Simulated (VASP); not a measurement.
Band structure of Ni3Al (L1_2). Method: r2SCAN+rVV10, VASP's PBE PAW potentials (set 64) (plane waves; VASP 6.6.1).

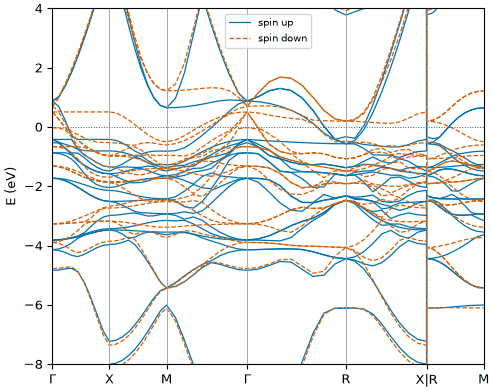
Bands along high-symmetry lines, zero at the valence-band maximum or, without a gap, the Fermi level

Question: Read the plot: is there a gap, and where are the band edges?

Answer: It has no gap at this level: it comes out as a metal or semimetal.

The compound is Ni3Al in the L1_2 structure. It was relaxed first.
